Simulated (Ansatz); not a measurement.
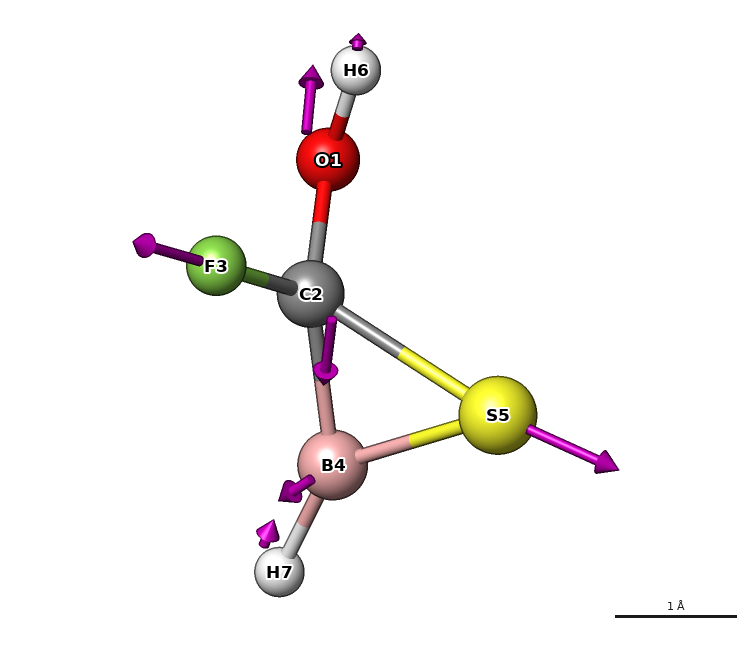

Arrows show the forces on the atoms, 2 Å of arrow for 1 eV/Å; forces under a tenth of the largest aren't drawn. Level of theory: B3LYP-D4/def2-TZVPP (Ansatz 0.2.0).

Which bond do the forces act along most?

C2–F3, now 1.358 Å: the forces push its atoms apart, so a first step downhill lengthens it.

List the force components in the frame of the picture (x right, y up, z towards the viewer), in eV/Å.

```csv
atom,Fx,Fy,Fz
O1,0.03,0.28,−0.16
C2,−0.03,−0.28,−0.26
F3,−0.28,0.08,0.36
B4,−0.14,−0.09,−0.12
S5,0.38,−0.17,0.15
H6,0.00,0.07,−0.03
H7,0.04,0.11,0.07
```
